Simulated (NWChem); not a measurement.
**Run report: CF₂ (charge +1), single-point calculation (part 1 of 3)**

The run: single-point calculation of CF₂, charge +1, multiplicity 2. Method and program: MP2/cc-pVTZ, UHF (NWChem 7.3.0).

A bond length was changed on purpose from its optimised value.

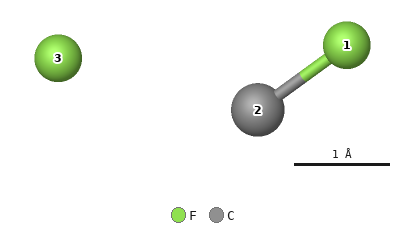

*The input geometry (ball-and-stick view, seen at a tilt; atoms are numbered from 1 in the order of the input). Sticks are drawn by distance; a stretched bond gets none, so the picture shows separate pieces.*

Bond lengths as drawn: C–F 1.21 Å.

Input
```
start struct
memory 2200 mb
charge 1

geometry units atomic noautosym nocenter noautoz
  F      2.12321691     2.64031967     1.46036523
  C      1.92781922     0.38334417     1.10335817
  F     -1.23744936    -1.42035595    -0.83803684
end

basis spherical bse
  * library cc-pVTZ
end

scf
  doublet
  uhf
  thresh 1e-08
  maxiter 80
end

mp2
  freeze core 3
  tight
end

task mp2 energy
```

Run on 1 thread of Intel Xeon (Sapphire Rapids), 16 GiB of memory available, shared host.

Launch command:
```bash
nwchem struct.nw > struct.out
```

Output
```
Northwest Computational Chemistry Package (NWChem) 7.3.0
             --------------------------------------------------------

           Job information
           ---------------

    nwchem branch   = 7.3.0
    use scalapack   = T
    input           = struct.nw
    prefix          = struct.
    data base       = ./struct.db
    status          = startup
    nproc           =        1

           Memory information
           ------------------

    heap     =     72089594 doubles =      550.0 Mbytes
    stack    =     72089599 doubles =      550.0 Mbytes
    global   =    144179200 doubles =     1100.0 Mbytes (distinct from heap & stack)
    total    =    288358393 doubles =     2200.0 Mbytes
    verify   = yes
    hardfail = no

           Directory information
           ---------------------

  0 permanent = .
  0 scratch   = .

                                NWChem Input Module
                                -------------------

                             Geometry "geometry" -> ""
                             -------------------------

 Output coordinates in a.u. (scale by  1.000000000 to convert to a.u.)

  No.       Tag          Charge          X              Y              Z
 ---- ---------------- ---------- -------------- -------------- --------------
    1 F                    9.0000     2.12321691     2.64031967     1.46036523
    2 C                    6.0000     1.92781922     0.38334417     1.10335817
    3 F                    9.0000    -1.23744936    -1.42035595    -0.83803684

      Atomic Mass
      -----------

      F                 18.998400
      C                 12.000000

 Effective nuclear repulsion energy (a.u.)      50.7133791559

            Nuclear Dipole moment (a.u.)
            ----------------------------
        X                 Y               Z
 ---------------- ---------------- ----------------
    19.5388232700    13.2797385000    12.2211045300

            XYZ format geometry
            -------------------
     3
 geometry
 F                     1.12355808     1.39719710     0.77279205
 C                     1.02015807     0.20285701     0.58387204
 F                    -0.65483005    -0.75162005    -0.44347003

 ==============================================================================
                                internuclear distances
 ------------------------------------------------------------------------------
       center one      |      center two      | atomic units |       a.u.
 ------------------------------------------------------------------------------
    2 C                |   1 F                |     2.29338  |     2.29338
 ------------------------------------------------------------------------------
                         number of included internuclear distances:          1
 ==============================================================================

 Summary of "ao basis" -> "" (spherical)
 ------------------------------------------------------------------------------
       Tag                 Description            Shells   Functions and Types
 ---------------- ------------------------------  ------  ---------------------
 *                          cc-pVTZ                   on all atoms

                      Basis "ao basis" -> "ao basis" (spherical)
                      -----
  [basis functions not shown]

 Summary of "ao basis" -> "ao basis" (spherical)
 ------------------------------------------------------------------------------
       Tag                 Description            Shells   Functions and Types
 ---------------- ------------------------------  ------  ---------------------
 F                          cc-pVTZ                 10       30   4s3p2d1f
 C                          cc-pVTZ                 10       30   4s3p2d1f

                                 NWChem SCF Module
                                 -----------------

  ao basis        = "ao basis"
  functions       =    90
  atoms           =     3
  alpha electrons =    12
  beta  electrons =    11
  charge          =   1.00
  wavefunction    = UHF
  input vectors   = atomic
  output vectors  = ./struct.movecs
  use symmetry    = F
  symmetry adapt  = F

 Summary of "ao basis" -> "ao basis" (spherical)
 ------------------------------------------------------------------------------
       Tag                 Description            Shells   Functions and Types
 ---------------- ------------------------------  ------  ---------------------
 F                          cc-pVTZ                 10       30   4s3p2d1f
 C                          cc-pVTZ                 10       30   4s3p2d1f

 Forming initial guess at       0.0s

      Superposition of Atomic Density Guess
      -------------------------------------

 Sum of atomic energies:        -236.49433799

 Renormalizing density from      24.00 to     23

      Non-variational initial energy
      ------------------------------

 Total energy =    -230.201508
 1-e energy   =    -411.812457
 2-e energy   =     130.897570
 HOMO         =      -0.796548
 LUMO         =      -0.386982

 Starting SCF solution at       0.2s

 ----------------------------------------------
         Quadratically convergent UHF

 Convergence threshold     :          1.000E-08
 Maximum no. of iterations :           80
 Integral*density screening:          1.000E-10
 ----------------------------------------------

              iter       energy          gnorm     gmax       time
             ----- ------------------- --------- --------- --------
                 1     -235.5230012178  2.31D+00  5.06D-01      0.9
                 2     -235.9484059204  1.04D+00  2.68D-01      2.1
                 3     -236.0622073178  1.45D+00  3.64D-01      4.6
                 4     -236.2427975603  4.88D-01  1.96D-01      5.8
                 5     -236.2806105876  2.20D-01  5.92D-02      6.4
                 6     -236.2870547684  1.41D-02  5.65D-03      8.4
  ga_iter_lsolve: convergence stagnant ... aborting solve

 Disabled NR: increased maxiter to  90

                 7     -236.2871619861  1.81D-02  6.35D-03     11.1
                 8     -236.2872836761  2.81D-02  7.27D-03     12.3
                 9     -236.2878322669  4.77D-02  8.76D-03     14.0
                10     -236.2881937433  3.28D-02  8.29D-03     15.3
                11     -236.2885818409  3.82D-02  7.16D-03     16.5
                12     -236.2891625295  6.19D-02  1.33D-02     17.7
                13     -236.2900094136  7.00D-02  1.43D-02     18.9
                14     -236.2907083370  5.92D-02  1.35D-02     20.0
                15     -236.2911068269  2.81D-02  5.29D-03     21.2
                16     -236.2911895298  1.16D-02  2.52D-03     22.4
                17     -236.2912059434  6.01D-03  9.95D-04     23.6
                18     -236.2912115834  5.11D-03  1.11D-03     24.7
                19     -236.2912169643  4.35D-03  8.65D-04     25.9
                20     -236.2912231292  4.63D-03  1.11D-03     27.1
                21     -236.2912276794  2.97D-03  7.24D-04     28.3
                22     -236.2912286784  1.81D-03  3.08D-04     29.6
                23     -236.2912290978  1.05D-03  2.32D-04     30.9
                24     -236.2912292924  8.38D-04  2.59D-04     32.0
                25     -236.2912295254  1.32D-03  3.03D-04     33.3
                26     -236.2912301573  1.97D-03  3.35D-04     34.5
                27     -236.2912312617  2.19D-03  3.65D-04     35.8
                28     -236.2912319166  1.45D-03  3.18D-04     37.0
                29     -236.2912321942  7.24D-04  1.68D-04     37.6
                30     -236.2912322915  3.74D-04  8.31D-05     38.9
                31     -236.2912323193  3.03D-04  6.76D-05     40.1
                32     -236.2912323427  3.77D-04  8.07D-05     41.2
                33     -236.2912323703  3.37D-04  6.89D-05     42.4
                34     -236.2912323901  2.36D-04  6.67D-05     43.6
                35     -236.2912323969  1.52D-04  3.48D-05     44.7
                36     -236.2912323998  8.13D-05  1.60D-05     45.9
                37     -236.2912324009  5.91D-05  1.75D-05     47.1
                38     -236.2912324022  1.02D-04  2.38D-05     48.2
                39     -236.2912324047  1.65D-04  4.44D-05     49.4
                40     -236.2912324110  1.49D-04  3.90D-05     50.6
                41     -236.2912324140  8.04D-05  1.24D-05     51.7
                42     -236.2912324145  2.80D-05  7.21D-06     53.0
                43     -236.2912324146  1.49D-05  3.20D-06     54.2
                44     -236.2912324147  1.28D-05  3.19D-06     55.4
                45     -236.2912324147  1.57D-05  3.96D-06     57.1
                46     -236.2912324148  1.18D-05  1.90D-06     58.9
                47     -236.2912324148  6.62D-06  1.20D-06     60.1
                48     -236.2912324148  4.10D-06  8.33D-07     61.3
                49     -236.2912324148  3.88D-06  8.09D-07     62.4
                50     -236.2912324148  3.18D-06  6.46D-07     63.6
                51     -236.2912324148  3.63D-06  9.86D-07     64.8
                52     -236.2912324148  3.85D-06  1.06D-06     66.5
                53     -236.2912324148  3.38D-06  5.74D-07     68.3
                54     -236.2912324148  3.37D-06  7.98D-07     69.4
                55     -236.2912324148  3.28D-06  5.97D-07     70.6
                56     -236.2912324148  3.52D-06  1.00D-06     72.3
                57     -236.2912324148  2.91D-06  6.00D-07     73.5
                58     -236.2912324148  2.88D-06  6.20D-07     74.7
                59     -236.2912324148  1.90D-06  4.79D-07     75.8
                60     -236.2912324148  1.67D-06  3.40D-07     77.0
                61     -236.2912324148  9.40D-07  1.51D-07     78.2
                62     -236.2912324148  6.06D-07  1.44D-07     79.4
                63     -236.2912324148  4.84D-07  8.87D-08     81.2
                64     -236.2912324148  3.32D-07  6.75D-08     83.3
                65     -236.2912324148  2.72D-07  6.66D-08     85.3
                66     -236.2912324148  2.52D-07  4.79D-08     86.6
                67     -236.2912324148  1.65D-07  3.86D-08     88.1
                68     -236.2912324148  1.37D-07  3.31D-08     89.3
                69     -236.2912324148  9.68D-08  1.82D-08     90.5
                70     -236.2912324148  6.48D-08  1.25D-08     91.7
                71     -236.2912324148  3.94D-08  8.84D-09     92.4
                72     -236.2912324148  5.32D-08  1.28D-08     94.2
                73     -236.2912324148  4.54D-08  8.28D-09     95.4
                74     -236.2912324148  5.86D-08  1.57D-08     96.6
                75     -236.2912324148  8.22D-08  1.60D-08     99.1
                76     -236.2912324148  5.66D-08  1.26D-08    100.3
                77     -236.2912324148  5.51D-08  1.01D-08    101.5
                78     -236.2912324148  4.19D-08  8.26D-09    102.6
                79     -236.2912324148  3.13D-08  6.93D-09    103.8
                80     -236.2912324148  3.83D-08  7.89D-09    105.6
                81     -236.2912324148  2.63D-08  4.42D-09    106.7
                82     -236.2912324148  1.82D-08  3.20D-09    107.9
                83     -236.2912324148  1.34D-08  2.09D-09    109.1
                84     -236.2912324148  1.04D-08  1.94D-09    110.3
                85     -236.2912324148  5.66D-09  1.12D-09    111.5

       Final UHF  results
       ------------------

         Total SCF energy =   -236.291232414833
      One electron energy =   -421.371875302818
      Two electron energy =    134.367263732089
 Nuclear repulsion energy =     50.713379155896

                       Sz =      0.5000
                 Sz(Sz+1) =      0.7500
                      S^2 =      0.7545

        Time for solution =    111.2s

          Final alpha eigenvalues
          -----------------------

              1
    1  -26.8207
    2  -26.6466
    3  -11.8825
    4   -2.1564
    5   -1.9117
    6   -1.3330
    7   -1.1535
    8   -1.1511
    9   -1.0875
   10   -1.0081
   11   -0.9650
   12   -0.9172
   13   -0.2781
   14   -0.2610
   15   -0.0089
   16    0.1510
   17    0.1532
   18    0.1964
   19    0.2982
   20    0.4692
   21    0.4911
   22    0.5186

          Final beta eigenvalues
          ----------------------

              1
    1  -26.8207
    2  -26.5981
    3  -11.8822
    4   -2.1562
    5   -1.7167
    6   -1.3324
    7   -1.1538
    8   -1.1512
    9   -0.9964
   10   -0.9130
   11   -0.8835
   12   -0.2775
   13   -0.2642
   14   -0.1642
   15    0.0022
   16    0.1537
   17    0.1563
   18    0.1997
   19    0.2985
   20    0.4709
   21    0.4995
   22    0.5210

                    UHF Final Alpha Molecular Orbital Analysis
                    ------------------------------------------

 Vector    2  Occ=1.000000D+00  E=-2.664664D+01
              MO Center= -6.5D-01, -7.5D-01, -4.4D-01, r^2= 1.2D-02
   Bfn.  Coefficient  Atom+Function         Bfn.  Coefficient  Atom+Function
  ----- ------------  ---------------      ----- ------------  ---------------
    61      0.975074  3 F  s

 Vector    3  Occ=1.000000D+00  E=-1.188253D+01
              MO Center=  1.0D+00,  2.0D-01,  5.8D-01, r^2= 2.7D-02
   Bfn.  Coefficient  Atom+Function         Bfn.  Coefficient  Atom+Function
  ----- ------------  ---------------      ----- ------------  ---------------
    31      0.978810  2 C  s

 Vector    4  Occ=1.000000D+00  E=-2.156350D+00
              MO Center=  1.1D+00,  1.2D+00,  7.4D-01, r^2= 3.6D-01
   Bfn.  Coefficient  Atom+Function         Bfn.  Coefficient  Atom+Function
  ----- ------------  ---------------      ----- ------------  ---------------
     3      0.537846  1 F  s                  4      0.250045  1 F  s
     2      0.151781  1 F  s

 Vector    5  Occ=1.000000D+00  E=-1.911692D+00
              MO Center= -6.4D-01, -7.4D-01, -4.3D-01, r^2= 3.4D-01
   Bfn.  Coefficient  Atom+Function         Bfn.  Coefficient  Atom+Function
  ----- ------------  ---------------      ----- ------------  ---------------
    63      0.600005  3 F  s                 64      0.349068  3 F  s
    62      0.176149  3 F  s

 Vector    6  Occ=1.000000D+00  E=-1.332969D+00
              MO Center=  1.1D+00,  1.3D+00,  7.5D-01, r^2= 6.6D-01
   Bfn.  Coefficient  Atom+Function         Bfn.  Coefficient  Atom+Function
  ----- ------------  ---------------      ----- ------------  ---------------
     9      0.364674  1 F  py                33     -0.345306  2 C  s
     6      0.296434  1 F  py                 4      0.250944  1 F  s
     3      0.230573  1 F  s

 Vector    7  Occ=1.000000D+00  E=-1.153503D+00
              MO Center=  1.1D+00,  1.3D+00,  7.4D-01, r^2= 5.9D-01
   Bfn.  Coefficient  Atom+Function         Bfn.  Coefficient  Atom+Function
  ----- ------------  ---------------      ----- ------------  ---------------
     8      0.402711  1 F  px                 5      0.318793  1 F  px
    11      0.223677  1 F  px                10      0.213605  1 F  pz
     7      0.169053  1 F  pz

 Vector    8  Occ=1.000000D+00  E=-1.151051D+00
              MO Center=  1.1D+00,  1.3D+00,  7.5D-01, r^2= 5.3D-01
   Bfn.  Coefficient  Atom+Function         Bfn.  Coefficient  Atom+Function
  ----- ------------  ---------------      ----- ------------  ---------------
    10      0.404417  1 F  pz                 7      0.319676  1 F  pz
    13      0.224258  1 F  pz                 8     -0.222574  1 F  px
     5     -0.175936  1 F  px

 Vector    9  Occ=1.000000D+00  E=-1.087548D+00
              MO Center= -5.3D-01, -6.8D-01, -3.7D-01, r^2= 7.5D-01
   Bfn.  Coefficient  Atom+Function         Bfn.  Coefficient  Atom+Function
  ----- ------------  ---------------      ----- ------------  ---------------
    68      0.383500  3 F  px                65      0.307075  3 F  px
    69     -0.237153  3 F  py                71      0.215794  3 F  px
    66     -0.190236  3 F  py                70      0.184849  3 F  pz

 Vector   10  Occ=1.000000D+00  E=-1.008103D+00
              MO Center=  4.1D-04, -4.3D-01, -4.7D-02, r^2= 1.6D+00
   Bfn.  Coefficient  Atom+Function         Bfn.  Coefficient  Atom+Function
  ----- ------------  ---------------      ----- ------------  ---------------
    69      0.365303  3 F  py                66      0.295289  3 F  py
    33      0.284361  2 C  s                 72      0.228363  3 F  py
    34      0.183824  2 C  s                 39     -0.177602  2 C  py

 Vector   11  Occ=1.000000D+00  E=-9.650044D-01
              MO Center= -6.5D-01, -7.5D-01, -4.4D-01, r^2= 4.3D-01
   Bfn.  Coefficient  Atom+Function         Bfn.  Coefficient  Atom+Function
  ----- ------------  ---------------      ----- ------------  ---------------
    70      0.429065  3 F  pz                67      0.349090  3 F  pz
    73      0.280409  3 F  pz                68     -0.236139  3 F  px
    65     -0.192124  3 F  px                71     -0.154325  3 F  px
```
